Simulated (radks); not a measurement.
# Valence configurations of Lu

Aim: which of several valence configurations of Lu lies lowest at this level, and whether it is the one NIST lists ([Xe] 4f14 5d1 6s2).

Method: scalar-relativistic Kohn-Sham, PBE, spin-unpolarised, spherical densities, finite nucleus. Code: radks (a radial shooting solver on a logarithmic mesh, Libxc functionals) version 1.

## (1) The atom as given

- element: lutetium (Z = 71)
- charge: 0
- electrons: 71
- configuration: [Xe] 4f14 5d1 6s2
- nuclear rms radius: 5.37 fm
- others tried: 4f14 5d1 6s1 6p1; 4f13 5d2 6s2; 4f14 5d1 6s1.5 6p0.5; 4f14 6s2 6p1; 4f13.5 5d1 6s2 6p0.5; 4f13 5d1 6s2 6p1; 4f14 6s1 6p2; 4f14 5d2 6s1; 4f14 5d0.5 6s1 6p1.5

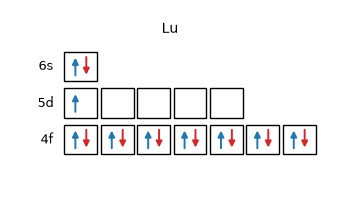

The shells outside the core, filled by Hund's rule for the drawing.

In the logs a row gives level, spin channel, occupation and eigenvalue; Etot, Ekin, Encl (electron-nucleus), Eh (Hartree) and Exc are energies, all in hartree; err is the last residual, it the number of iterations.

## (2) [Xe] 4f14 5d1 6s2

Input:

```text
Z 71
configuration [Xe] 4f14 5d1 6s2
relativity scalar-relativistic
functional pbe,pbe
spin unpolarised
nucleus finite rms 5.37 fm
c 137.035999084
```

Output:

```text
1s      1   2.0000       -2323.49511914
2s      1   2.0000        -395.53591912
2p      1   6.0000        -348.03180845
3s      1   2.0000         -89.63843028
3p      1   6.0000         -75.37696866
3d      1  10.0000         -58.23880800
4s      1   2.0000         -17.84378089
4p      1   6.0000         -13.16314142
4d      1  10.0000          -7.05299278
4f      1  14.0000          -0.35381570
5s      1   2.0000          -2.24303851
5p      1   6.0000          -1.16364805
5d      1   1.0000          -0.06434237
6s      1   2.0000          -0.17118318
Etot -14561.470703304614
Ekin 15906.333451102664
Encl -35879.42133630483
Eh 5711.731558474785
Exc -300.11437657722854
err 6.571722165463858e-09
it 17
```

5d is the highest filled level (-1.751 eV).

Sizes of the orbitals, from the radial functions (bohr):

```
level  occupation  energy (eV)     <r>  outermost maximum (interpolated)  90 % within  nodes
   4s           2      -485.55  0.4780                             0.446        0.687      3
   4p           6      -358.19  0.5078                             0.467        0.739      2
   4d          10      -191.92  0.5475                             0.481        0.823      1
   5s           2      -61.036   1.171                              1.04         1.69      4
   5p           6      -31.664   1.395                              1.20         2.06      3
   4f          14       -9.628  0.7246                             0.469         1.25      0
   6s           2       -4.658   3.645                              3.07         5.42      5
   5d           1       -1.751   2.930                              1.84         5.00      2
```

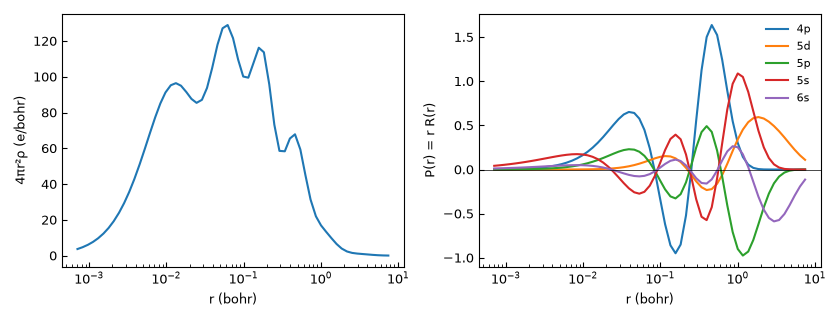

Left: shells in the radial density. Right: radial functions of the outer levels.

## (3) [Xe] 4f14 5d1 6s1 6p1

Input:

```text
Z 71
configuration [Xe] 4f14 5d1 6s1 6p1
relativity scalar-relativistic
functional pbe,pbe
spin unpolarised
nucleus finite rms 5.37 fm
c 137.035999084
```

Output:

```text
1s      1   2.0000       -2323.54904008
2s      1   2.0000        -395.58919271
2p      1   6.0000        -348.08508982
3s      1   2.0000         -89.69151088
3p      1   6.0000         -75.43005020
3d      1  10.0000         -58.29189329
4s      1   2.0000         -17.89703627
4p      1   6.0000         -13.21642359
4d      1  10.0000          -7.10628107
4f      1  14.0000          -0.40710995
5s      1   2.0000          -2.29693485
5p      1   6.0000          -1.21716826
5d      1   1.0000          -0.10454804
6s      1   1.0000          -0.20219416
6p      1   1.0000          -0.07283780
Etot -14561.345119794929
Ekin 15906.17698059487
Encl -35875.44659177009
Eh 5707.994964270729
Exc -300.07047289044147
err 6.559871066612299e-10
it 18
```

E − E(step 2, [Xe] 4f14 5d1 6s2) = +3.417 eV. 6p is the highest filled level (-1.982 eV).

## (4) [Xe] 4f13 5d2 6s2

Input:

```text
Z 71
configuration [Xe] 4f13 5d2 6s2
relativity scalar-relativistic
functional pbe,pbe
spin unpolarised
nucleus finite rms 5.37 fm
c 137.035999084
```

Output:

```text
1s      1   2.0000       -2323.77152138
2s      1   2.0000        -395.83358528
2p      1   6.0000        -348.32637341
3s      1   2.0000         -89.97014875
3p      1   6.0000         -75.70811146
3d      1  10.0000         -58.56663441
4s      1   2.0000         -18.15932809
4p      1   6.0000         -13.47172486
4d      1  10.0000          -7.35140018
4f      1  13.0000          -0.61687321
5s      1   2.0000          -2.39422199
5p      1   6.0000          -1.28135606
5d      1   2.0000          -0.10303802
6s      1   2.0000          -0.18401573
Etot -14561.069153724968
Ekin 15906.141051737079
Encl -35860.18133181536
Eh 5692.627589670534
Exc -299.65646331722235
err 1.121052035219933e-08
it 16
```

Energy against step 2 ([Xe] 4f14 5d1 6s2): +10.927 eV. Highest occupied level: 5d at -2.804 eV.

## (5) [Xe] 4f14 5d1 6s1.5 6p0.5

Input:

```text
Z 71
configuration [Xe] 4f14 5d1 6s1.5 6p0.5
relativity scalar-relativistic
functional pbe,pbe
spin unpolarised
nucleus finite rms 5.37 fm
c 137.035999084
```

Output:

```text
1s      1   2.0000       -2323.52257573
2s      1   2.0000        -395.56304992
2p      1   6.0000        -348.05894386
3s      1   2.0000         -89.66547070
3p      1   6.0000         -75.40400959
3d      1  10.0000         -58.26584951
4s      1   2.0000         -17.87090174
4p      1   6.0000         -13.19027406
4d      1  10.0000          -7.08012614
4f      1  14.0000          -0.38095134
5s      1   2.0000          -2.27045926
5p      1   6.0000          -1.19091794
5d      1   1.0000          -0.08495317
6s      1   1.5000          -0.18736717
6p      1   0.5000          -0.06168057
Etot -14561.40887719914
Ekin 15906.257101521385
Encl -35877.40139415371
Eh 5709.826330509219
Exc -300.09091507602955
err 6.474489892956314e-09
it 17
```

E − E(step 2, [Xe] 4f14 5d1 6s2) = +1.682 eV. Highest occupied level: 6p at -1.678 eV.

## (6) [Xe] 4f14 6s2 6p1

Input:

```text
Z 71
configuration [Xe] 4f14 6s2 6p1
relativity scalar-relativistic
functional pbe,pbe
spin unpolarised
nucleus finite rms 5.37 fm
c 137.035999084
```

Output:

```text
1s      1   2.0000       -2323.60711346
2s      1   2.0000        -395.65032211
2p      1   6.0000        -348.14615654
3s      1   2.0000         -89.75119075
3p      1   6.0000         -75.48973903
3d      1  10.0000         -58.35194055
4s      1   2.0000         -17.95727742
4p      1   6.0000         -13.27697213
4d      1  10.0000          -7.16742121
4f      1  14.0000          -0.46863190
5s      1   2.0000          -2.36040864
5p      1   6.0000          -1.27544031
6s      1   2.0000          -0.22031757
6p      1   1.0000          -0.07996797
Etot -14561.435865397565
Ekin 15906.341418199656
Encl -35871.58165699041
Eh 5703.806738506897
Exc -300.00236511370485
err 7.496853187880593e-09
it 17
```

E − E(step 2, [Xe] 4f14 5d1 6s2) = +0.948 eV. Highest occupied level: 6p at -2.176 eV.

## (7) [Xe] 4f13.5 5d1 6s2 6p0.5

Input:

```text
Z 71
configuration [Xe] 4f13.5 5d1 6s2 6p0.5
relativity scalar-relativistic
functional pbe,pbe
spin unpolarised
nucleus finite rms 5.37 fm
c 137.035999084
```

Output:

```text
1s      1   2.0000       -2323.68681518
2s      1   2.0000        -395.73895143
2p      1   6.0000        -348.23334065
3s      1   2.0000         -89.85689279
3p      1   6.0000         -75.59516631
3d      1  10.0000         -58.45558917
4s      1   2.0000         -18.05556038
4p      1   6.0000         -13.37183003
4d      1  10.0000          -7.25715587
4f      1  13.5000          -0.54061016
5s      1   2.0000          -2.37813386
5p      1   6.0000          -1.27961091
5d      1   1.0000          -0.12189378
6s      1   2.0000          -0.20379300
6p      1   0.5000          -0.06665461
Etot -14561.276011351461
Ekin 15906.261461634464
Encl -35866.05341861128
Eh 5698.347673394752
Exc -299.8317277694007
err 9.938397504334093e-09
it 17
```

Energy against step 2 ([Xe] 4f14 5d1 6s2): +5.298 eV. The top filled level is 6p, -1.814 eV.

## (8) [Xe] 4f13 5d1 6s2 6p1

Input:

```text
Z 71
configuration [Xe] 4f13 5d1 6s2 6p1
relativity scalar-relativistic
functional pbe,pbe
spin unpolarised
nucleus finite rms 5.37 fm
c 137.035999084
```

Output:

```text
1s      1   2.0000       -2323.89602767
2s      1   2.0000        -395.96098727
2p      1   6.0000        -348.45368080
3s      1   2.0000         -90.09609682
3p      1   6.0000         -75.83406284
3d      1  10.0000         -58.69295365
4s      1   2.0000         -18.28564390
4p      1   6.0000         -13.59827377
4d      1  10.0000          -7.47838931
4f      1  13.0000          -0.74378395
5s      1   2.0000          -2.52119035
5p      1   6.0000          -1.40206790
5d      1   1.0000          -0.18774695
6s      1   2.0000          -0.23718230
6p      1   1.0000          -0.08403924
Etot -14560.99221304949
Ekin 15906.113959708235
Encl -35851.47047327171
Eh 5683.886300473952
Exc -299.5219999599726
err 9.377286562357148e-09
it 16
```

E − E(step 2, [Xe] 4f14 5d1 6s2) = +13.020 eV. 6p is the highest filled level (-2.287 eV).

## (9) [Xe] 4f14 6s1 6p2

Input:

```text
Z 71
configuration [Xe] 4f14 6s1 6p2
relativity scalar-relativistic
functional pbe,pbe
spin unpolarised
nucleus finite rms 5.37 fm
c 137.035999084
```

Output:

```text
1s      1   2.0000       -2323.66207141
2s      1   2.0000        -395.70485524
2p      1   6.0000        -348.20068780
3s      1   2.0000         -89.80529387
3p      1   6.0000         -75.54384381
3d      1  10.0000         -58.40609788
4s      1   2.0000         -18.01163063
4p      1   6.0000         -13.33138631
4d      1  10.0000          -7.22189744
4f      1  14.0000          -0.52306862
5s      1   2.0000          -2.41545567
5p      1   6.0000          -1.32927363
6s      1   1.0000          -0.24807540
6p      1   2.0000          -0.10048921
Etot -14561.291854073215
Ekin 15906.162439836457
Encl -35867.5174137188
Eh 5700.025384329699
Exc -299.9622645205734
err 5.595335054081004e-09
it 17
```

E − E(step 2, [Xe] 4f14 5d1 6s2) = +4.867 eV. Highest occupied level: 6p at -2.734 eV.

## (10) [Xe] 4f14 5d2 6s1

Input:

```text
Z 71
configuration [Xe] 4f14 5d2 6s1
relativity scalar-relativistic
functional pbe,pbe
spin unpolarised
nucleus finite rms 5.37 fm
c 137.035999084
```

Output:

```text
1s      1   2.0000       -2323.46362586
2s      1   2.0000        -395.50208988
2p      1   6.0000        -347.99804490
3s      1   2.0000         -89.60528515
3p      1   6.0000         -75.34382100
3d      1  10.0000         -58.20544600
4s      1   2.0000         -17.81021089
4p      1   6.0000         -13.12936709
4d      1  10.0000          -7.01880336
4f      1  14.0000          -0.31917477
5s      1   2.0000          -2.20652589
5p      1   6.0000          -1.13037958
5d      1   2.0000          -0.04946831
6s      1   1.0000          -0.16291616
Etot -14561.360320610833
Ekin 15906.165419086792
Encl -35881.45078044514
Eh 5714.080191785197
Exc -300.1551510376794
err 1.0874903293112322e-08
it 17
```

E − E(step 2, [Xe] 4f14 5d1 6s2) = +3.004 eV. The top filled level is 5d, -1.346 eV.

## (11) [Xe] 4f14 5d0.5 6s1 6p1.5

Input:

```text
Z 71
configuration [Xe] 4f14 5d0.5 6s1 6p1.5
relativity scalar-relativistic
functional pbe,pbe
spin unpolarised
nucleus finite rms 5.37 fm
c 137.035999084
```

Output:

```text
1s      1   2.0000       -2323.60285183
2s      1   2.0000        -395.64419717
2p      1   6.0000        -348.14006251
3s      1   2.0000         -89.74571431
3p      1   6.0000         -75.48425797
3d      1  10.0000         -58.34628021
4s      1   2.0000         -17.95162840
4p      1   6.0000         -13.27118394
4d      1  10.0000          -7.16134151
4f      1  14.0000          -0.46237357
5s      1   2.0000          -2.35354166
5p      1   6.0000          -1.27092594
5d      1   0.5000          -0.13921825
6s      1   1.0000          -0.22471979
6p      1   1.5000          -0.08656430
Etot -14561.324129317787
Ekin 15906.173820728787
Encl -35871.66933196211
Eh 5704.189709223964
Exc -300.0183273084232
err 9.857293925187892e-09
it 17
```

Energy against step 2 ([Xe] 4f14 5d1 6s2): +3.988 eV. 6p is the highest filled level (-2.356 eV).

## (12) Results

```
             valence  E − E(NIST configuration) (eV)  highest level  its energy (eV)  1s shift (eV)
        4f14 5d1 6s2                           0.000             5d           -1.751          +0.00
        4f14 6s2 6p1                           0.948             6p           -2.176          -3.05
4f14 5d1 6s1.5 6p0.5                           1.682             6p           -1.678          -0.75
        4f14 5d2 6s1                           3.004             5d           -1.346          +0.86
    4f14 5d1 6s1 6p1                           3.417             6p           -1.982          -1.47
4f14 5d0.5 6s1 6p1.5                           3.988             6p           -2.356          -2.93
        4f14 6s1 6p2                           4.867             6p           -2.734          -4.54
4f13.5 5d1 6s2 6p0.5                           5.298             6p           -1.814          -5.22
        4f13 5d2 6s2                          10.927             5d           -2.804          -7.52
    4f13 5d1 6s2 6p1                          13.020             6p           -2.287         -10.91
```

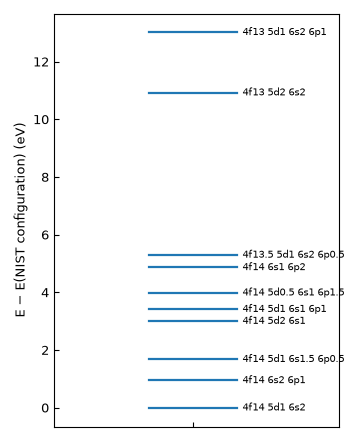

Energies of the configurations.

**Reading.** The NIST configuration is the lowest of those tried, 0.948 eV under 4f14 6s2 6p1. The energies are those of spherical spin-averaged densities, not of single terms. The 1s eigenvalue shifts by up to 10.91 eV as the valence charge is rearranged.
